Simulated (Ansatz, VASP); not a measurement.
# Si10H4C (CH3-terminated Si(111)) in two plane-wave programs

Aim: how closely do two programs agree when they are given the same cell, functional and k mesh? Of the first pair: The structure shown is the end of the VASP relaxation below. Valence electrons are named where the data sets of a main pair hold unlike numbers.

Main program and level: Ansatz 0.2.0; plane waves, with VASP 6.6.1 beside it; single point at PBE and band structure at PBE.

## (1) Set-up

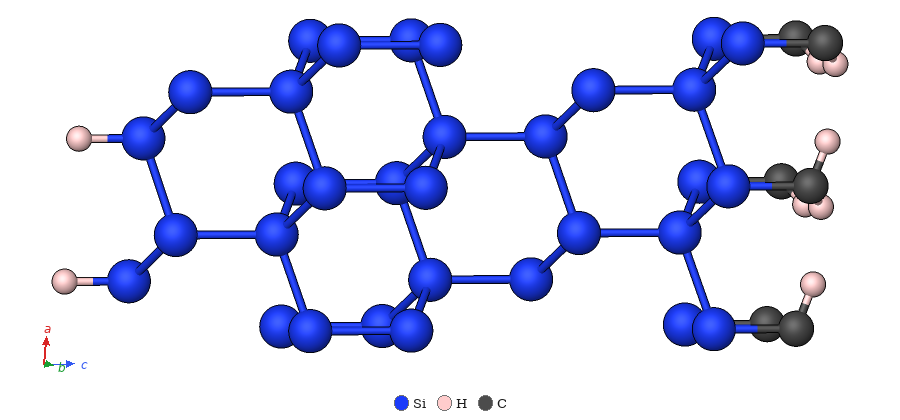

The starting structure, seen from the side, with the c axis across the page (silicon blue, hydrogen pink, carbon dark grey). 2×1×1 cells are drawn. Some periodic images of atoms are drawn too.

The cell holds 15 atoms: 10 Si, 4 H and 1 C. Cell: a = 3.868 Å, b = 3.868 Å, c = 33.131 Å, α = 90.0°, β = 90.0°, γ = 60.0°. It derives from Si. As first built, before any earlier steps moved the atoms (in the runner's words): 10 layers of Si at this functional's lattice, CH3 on top and H below. Vacuum lies along c.

As a file:

```cif
data_structure
_symmetry_space_group_name_H-M 'P 1'
_symmetry_Int_Tables_number 1
_cell_length_a 3.8677
_cell_length_b 3.8677
_cell_length_c 33.1312
_cell_angle_alpha 90.000
_cell_angle_beta 90.000
_cell_angle_gamma 60.000
_cell_volume 429.20
loop_
_atom_site_label
_atom_site_type_symbol
_atom_site_fract_x
_atom_site_fract_y
_atom_site_fract_z
_atom_site_occupancy
Si1 Si 0.33333 0.33333 0.28670 1
Si2 Si 0.66667 0.66667 0.30962 1
Si3 Si 0.66667 0.66667 0.38094 1
Si4 Si 0.00000 0.00000 0.40465 1
Si5 Si 0.00000 0.00000 0.47605 1
Si6 Si 0.33333 0.33333 0.49967 1
Si7 Si 0.33333 0.33333 0.57096 1
Si8 Si 0.66667 0.66667 0.59458 1
Si9 Si 0.66667 0.66667 0.66578 1
Si10 Si 0.00000 0.00000 0.68992 1
H11 H 0.33333 0.33333 0.24126 1
H12 H 0.84764 0.30472 0.76004 1
H13 H 0.84764 0.84764 0.76004 1
H14 H 0.30472 0.84764 0.76004 1
C15 C 0.00000 0.00000 0.74799 1
```

## (2) VASP: relaxation, PBE

This run makes the geometry at which the two programs are then compared.

Lines of VASP's logs that name or quote its potential files are left out, and so is its time.

Contents of INCAR:

```
SYSTEM = Si10H4C
PREC = Normal
ENCUT = 440
EDIFF = 1E-05
NELM = 120
ISMEAR = 0
SIGMA = 0.03
LREAL = Auto
ALGO = Fast
GGA = PE
NBANDS = 39
LORBIT = 11
LWAVE = .FALSE.
LCHARG = .FALSE.
KPAR = 4
IBRION = 2
NSW = 60
ISIF = 2
EDIFFG = -0.03
POTIM = 0.4
MAXMIX = 40
IDIPOL = 3
LDIPOL = .TRUE.
DIPOL = 0.5 0.5 0.543
```

Contents of POSCAR:

```
Si10H4C
1.0
    3.8676508603      0.0000000000      0.0000000000
    1.9338254302      3.3494838980      0.0000000000
    0.0000000000      0.0000000000     33.1311757406
Si H C
10 4 1
Direct
    0.3333333300      0.3333333300      0.2858335000
    0.6666666700      0.6666666700      0.3096624500
    0.6666666700      0.6666666700      0.3811492800
    0.0000000000      0.0000000000      0.4049782200
    0.0000000000      0.0000000000      0.4764650500
    0.3333333300      0.3333333300      0.5002940000
    0.3333333300      0.3333333300      0.5717808300
    0.6666666700      0.6666666700      0.5956097700
    0.6666666700      0.6666666700      0.6670966000
    0.0000000000      0.0000000000      0.6909255500
    0.3333333300      0.3333333300      0.2414644200
    0.8462449700      0.3075100600      0.7585355800
    0.8462449700      0.8462449700      0.7585355800
    0.3075100600      0.8462449700      0.7585355800
    0.0000000000      0.0000000000      0.7473678500
```

Contents of KPOINTS:

```
Automatic mesh
0
Gamma
9 9 1
0 0 0
```

Potentials, in the order of the species: Si, H and C (PBE family, release 64).

The run is started by

```bash
mpirun -np 4 vasp_std
```

Numbers of over 12 decimals in the logs are rounded to 6 here.

Output:

```text
[banner, memory and clock lines left out]
running    4 mpi-ranks, on    1 nodes
 distrk:  each k-point on    1 cores,    4 groups
 distr:  one band on    1 cores,    1 groups

 POSCAR found type information on POSCAR SiH C
 POSCAR found :  3 types and      15 ions
 LDA part: xc-table for (Slater+PW92), standard interpolation
 POSCAR, INCAR and KPOINTS ok, starting setup
 FFT: planning ... GRIDC
 FFT: planning ... GRID_SOFT
 FFT: planning ... GRID
 WAVECAR not read
 entering main loop
       N       E                     dE             d eps       ncg     rms          rms(c)
DAV:   1     0.173502106121E+03    0.17350E+03   -0.15277E+04   936   0.828E+02
DAV:   2    -0.607876529173E+02   -0.23429E+03   -0.21894E+03  1254   0.166E+02
DAV:   3    -0.807519662603E+02   -0.19964E+02   -0.19659E+02  1170   0.480E+01
DAV:   4    -0.815510691679E+02   -0.79910E+00   -0.79679E+00  1312   0.112E+01
DAV:   5    -0.815888553367E+02   -0.37786E-01   -0.37778E-01  1321   0.232E+00    0.142E+01
RMM:   6    -0.781580579700E+02    0.34308E+01   -0.60816E+00   936   0.636E+00    0.776E+00
RMM:   7    -0.776752118347E+02    0.48285E+00   -0.37262E+00   936   0.577E+00    0.291E+00
RMM:   8    -0.775502618534E+02    0.12495E+00   -0.64417E-01   955   0.233E+00    0.578E-01
RMM:   9    -0.775291732843E+02    0.21089E-01   -0.65964E-02   982   0.944E-01    0.252E-01
RMM:  10    -0.775285014252E+02    0.67186E-03   -0.26479E-02  1038   0.556E-01    0.236E-01
RMM:  11    -0.775262840916E+02    0.22173E-02   -0.68598E-03   961   0.274E-01    0.778E-02
RMM:  12    -0.775261277603E+02    0.15633E-03   -0.24113E-03   998   0.167E-01    0.521E-02
RMM:  13    -0.775268199435E+02   -0.69218E-03   -0.11000E-03   962   0.109E-01    0.327E-02
RMM:  14    -0.775272342667E+02   -0.41432E-03   -0.36914E-04   936   0.625E-02    0.141E-02
RMM:  15    -0.775278434338E+02   -0.60917E-03   -0.16118E-04   848   0.424E-02    0.765E-03
RMM:  16    -0.775279871051E+02   -0.14367E-03   -0.45393E-05   782   0.233E-02    0.463E-03
RMM:  17    -0.775280790537E+02   -0.91949E-04   -0.16553E-05   704   0.143E-02    0.379E-03
RMM:  18    -0.775281319018E+02   -0.52848E-04   -0.77084E-06   646   0.926E-03    0.179E-03
RMM:  19    -0.775281587718E+02   -0.26870E-04   -0.28219E-06   594   0.585E-03    0.129E-03
RMM:  20    -0.775281746675E+02   -0.15896E-04   -0.10747E-06   525   0.407E-03    0.598E-04
RMM:  21    -0.775281850061E+02   -0.10339E-04   -0.87643E-07   499   0.350E-03    0.606E-04
RMM:  22    -0.775281898820E+02   -0.48759E-05   -0.33048E-07   405   0.277E-03
   1 F= -.77528190E+02 E0= -.77528190E+02  d E =-.775282E+02
[... from here on, the cycles between the ionic steps are left out ...]
   2 F= -.77558928E+02 E0= -.77558928E+02  d E =-.307376E-01
   3 F= -.77560930E+02 E0= -.77560930E+02  d E =-.327398E-01
   4 F= -.77569970E+02 E0= -.77569970E+02  d E =-.904044E-02
   5 F= -.77570539E+02 E0= -.77570539E+02  d E =-.960938E-02
   6 F= -.77575961E+02 E0= -.77575961E+02  d E =-.542214E-02
   7 F= -.77576243E+02 E0= -.77576243E+02  d E =-.570396E-02
   8 F= -.77578196E+02 E0= -.77578196E+02  d E =-.195323E-02
   9 F= -.77578659E+02 E0= -.77578659E+02  d E =-.241603E-02
  10 F= -.77580228E+02 E0= -.77580228E+02  d E =-.156921E-02
  11 F= -.77580836E+02 E0= -.77580836E+02  d E =-.217692E-02
  12 F= -.77581602E+02 E0= -.77581602E+02  d E =-.766168E-03
  13 F= -.77581607E+02 E0= -.77581607E+02  d E =-.771395E-03
 curvature:  -1.31 expect dE=-0.386E-03 dE for cont linesearch -0.241E-06
 trial: gam= 0.30239 g(F)=  0.295E-03 g(S)=  0.000E+00 ort =-0.168E-04 (trialstep = 0.152E+01)
 search vector abs. value=  0.425E-03
 bond charge predicted
       N       E                     dE             d eps       ncg     rms          rms(c)
DAV:   1    -0.775818273170E+02   -0.21929E-03   -0.83418E-03  1041   0.363E-01    0.429E-02
RMM:   2    -0.775818487026E+02   -0.21386E-04   -0.52706E-04   949   0.952E-02    0.279E-02
RMM:   3    -0.775818338677E+02    0.14835E-04   -0.97634E-05   960   0.450E-02    0.189E-02
RMM:   4    -0.775818525036E+02   -0.18636E-04   -0.27296E-05   737   0.228E-02    0.773E-03
RMM:   5    -0.775818751030E+02   -0.22599E-04   -0.80527E-06   625   0.114E-02    0.544E-03
RMM:   6    -0.775818773116E+02   -0.22085E-05   -0.20615E-06   595   0.665E-03
  14 F= -.77581877E+02 E0= -.77581877E+02  d E =-.269921E-03
 trial-energy change:   -0.000270  1 .order   -0.000254   -0.000442   -0.000066
 step:   1.7909(harm=  1.7909)  dis= 0.00242  next Energy=   -77.581867 (dE=-0.260E-03)
 reached required accuracy - stopping structural energy minimisation
```

OUTCAR, selected parts (step 2):

```text
ion  position               nearest neighbor table
   1  0.333  0.333  0.286-  11 1.47   2 2.37   2 2.37   2 2.37
   2  0.667  0.667  0.310-   3 2.37   1 2.37   1 2.37   1 2.37
   3  0.667  0.667  0.381-   4 2.37   2 2.37   4 2.37   4 2.37
   4  0.000  0.000  0.405-   3 2.37   5 2.37   3 2.37   3 2.37
   5  0.000  0.000  0.476-   4 2.37   6 2.37   6 2.37   6 2.37
   6  0.333  0.333  0.500-   7 2.37   5 2.37   5 2.37   5 2.37
   7  0.333  0.333  0.572-   8 2.37   8 2.37   6 2.37   8 2.37
   8  0.667  0.667  0.596-   7 2.37   7 2.37   9 2.37   7 2.37
   9  0.667  0.667  0.667-   8 2.37  10 2.37  10 2.37  10 2.37
  10  0.000  0.000  0.691-  15 1.87   9 2.37   9 2.37   9 2.37
  11  0.333  0.333  0.241-   1 1.47
  12  0.846  0.308  0.759-  15 1.09
  13  0.846  0.846  0.759-  15 1.09
  14  0.308  0.846  0.759-  15 1.09
  15  0.000  0.000  0.747-  14 1.09  12 1.09  13 1.09  10 1.87

  LATTYP: Found a hexagonal cell.
 ALAT       =     3.8676508603
 C/A-ratio  =     8.5662271330

 Subroutine GETGRP returns: Found  6 space group operations
 (whereof  6 operations were pure point group operations)

The static configuration has the point symmetry C_3v.

 Found     12 irreducible k-points:

   k-points           NKPTS =     12   k-points in BZ     NKDIM =     12   number of bands    NBANDS=     39

   dimension x,y,z NGX =    20 NGY =   20 NGZ =  180
   dimension x,y,z NGXF=    40 NGYF=   40 NGZF=  360

   ENCUT  =  440.0 eV  32.34 Ry    5.69 a.u.   6.62  6.62 56.67*2*pi/ulx,y,z

   NELECT =      48.0000    total number of electrons

 k-points in reciprocal lattice and weights: Automatic mesh
   0.00000000  0.00000000  0.00000000       0.012
   0.11111111  0.00000000  0.00000000       0.074
   0.22222222 -0.00000000  0.00000000       0.074
   0.33333333  0.00000000  0.00000000       0.074
   0.44444444 -0.00000000  0.00000000       0.074
   0.22222222  0.11111111  0.00000000       0.074
   0.33333333  0.11111111  0.00000000       0.148
   0.44444444  0.11111111  0.00000000       0.148
  -0.44444444  0.11111111  0.00000000       0.074
   0.44444444  0.22222222  0.00000000       0.074
  -0.44444444  0.22222222  0.00000000       0.148
  -0.33333333  0.33333333  0.00000000       0.025

 dipolmoment           0.000000      0.000000     -0.063362 electrons x Angstroem

 average (electrostatic) potential at core
       1 -88.1863       2 -88.1758       3 -88.2609       4 -88.2593       5 -88.2624
       6 -88.2616       7 -88.2592       8 -88.2671       9 -88.1000      10 -88.2910
      11 -35.7151      12 -37.3046      13 -37.3046      14 -37.3046      15 -53.5396

 E-fermi :   0.9365

 k-point     1 :       0.0000    0.0000    0.0000
  band No.  band energies     occupation
    ...
     20       0.1913      2.00000
     21       0.5236      2.00000
     22       0.5236      2.00000
     23       0.7585      2.00000
     24       0.7585      2.00000
     25       2.3076      0.00000
     26       2.4392      0.00000
     27       2.6630      0.00000
     28       3.0045      0.00000
     29       3.2983      0.00000
    ...

 k-point     2 :       0.1111    0.0000    0.0000
  band No.  band energies     occupation
    ...
     20      -0.1491      2.00000
     21      -0.0474      2.00000
     22       0.1144      2.00000
     23       0.3249      2.00000
     24       0.5876      2.00000
     25       2.8777      0.00000
     26       3.0177      0.00000
     27       3.0752      0.00000
     28       3.2783      0.00000
     29       3.5598      0.00000
    ...

 k-point     3 :       0.2222   -0.0000    0.0000
  band No.  band energies     occupation
    ...
     20      -0.9152      2.00000
     21      -0.5344      2.00000
     22      -0.1606      2.00000
     23      -0.1194      2.00000
     24       0.1792      2.00000
     25       2.2918      0.00000
     26       2.5345      0.00000
     27       2.8431      0.00000
     28       3.1739      0.00000
     29       3.4149      0.00000
    ...

  Total        0.4306745      0.4306745      0.2633687      0.0000000     -0.0000000      0.0000000
  in kB        1.6076730      1.6076730      0.9831339      0.0000000     -0.0000000      0.0000000
  external PRESSURE =       1.3994933 kB  Pullay stress =       0.0000000 kB

  energy-cutoff  :      440.00
  volume of cell :      429.20
      direct lattice vectors                 reciprocal lattice vectors
     3.867650860  0.000000000  0.000000000     0.258554879 -0.149276729  0.000000000
     1.933825430  3.349483898  0.000000000     0.000000000  0.298553458  0.000000000
     0.000000000  0.000000000 33.131175741     0.000000000  0.000000000  0.030183052

 POSITION                                       TOTAL-FORCE (eV/Angst)
 -----------------------------------------------------------------------------------
      1.93383      1.11649      9.49860        -0.000000     -0.000000     -0.022994
      3.86765      2.23299     10.25808        -0.000000     -0.000000      0.000225
      3.86765      2.23299     12.62100        -0.000000     -0.000000     -0.009707
      1.93383      3.34948     13.40658        -0.000000     -0.000000     -0.019535
      1.93383      3.34948     15.77209        -0.000000     -0.000000     -0.020534
      1.93383      1.11649     16.55481        -0.000000     -0.000000      0.014091
      1.93383      1.11649     18.91658         0.000000     -0.000000      0.005079
      3.86765      2.23299     19.69927         0.000000     -0.000000     -0.000537
      3.86765      2.23299     22.05801        -0.000000     -0.000000      0.024626
      1.93383      3.34948     22.85775         0.000000     -0.000000     -0.002118
      1.93383      1.11649      7.99315        -0.000000     -0.000000      0.010815
      3.86765      1.02066     25.18093        -0.000000     -0.012209      0.003266
      4.91756      2.83915     25.18093         0.010573      0.006104      0.003266
      2.81774      2.83915     25.18093        -0.010573      0.006104      0.003266
      1.93383      3.34948     24.78189         0.000000     -0.000000      0.010793
 -----------------------------------------------------------------------------------
    total drift:                               -0.000043     -0.000025      0.054072

  FREE ENERGIE OF THE ION-ELECTRON SYSTEM (eV)
  ---------------------------------------------------
  free  energy   TOTEN  =       -77.5818773116 eV

  energy  without entropy=      -77.5818773116  energy(sigma->0) =      -77.58187731

 reached required accuracy - stopping structural energy minimisation

 vacuum level on the upper side and lower side of the slab         4.384         5.285

 total charge
# of ion       s       p       d       tot
------------------------------------------
    1        0.742   0.958   0.000   1.700
    2        0.746   0.946   0.000   1.693
    3        0.749   0.932   0.000   1.681
    4        0.750   0.930   0.000   1.680
    5        0.750   0.930   0.000   1.680
    6        0.750   0.931   0.000   1.681
    7        0.750   0.931   0.000   1.681
    8        0.749   0.932   0.000   1.681
    9        0.749   0.946   0.000   1.694
   10        0.739   0.937   0.000   1.676
   11        0.558   0.013   0.000   0.571
   12        0.639   0.045   0.000   0.684
   13        0.639   0.045   0.000   0.684
   14        0.639   0.045   0.000   0.684
   15        0.841   1.765   0.000   2.607
--------------------------------------------------
tot         10.792  11.285   0.000  22.077

[... 3 further parts left out ...]
```

The gap is read on the k-mesh alone, so it is an upper bound where the band edges lie off the mesh. The run keeps the 6 symmetry operations of its start, so it cannot find a distortion of lower symmetry.

[end of part 1 of 3]

[Lines on the potential files, build, host, timing and source positions are cut from VASP's logs without a mark.]

[Logs are printed without paths, hosts, clocks, repeated set-up lines and the standing remarks that a program may print on its own settings, such as how far it seeks lower states.]

[Hosts, paths, dates, database ids (printed as entryN), source tags and the programs' standing remarks are cut or masked in the printed files.]
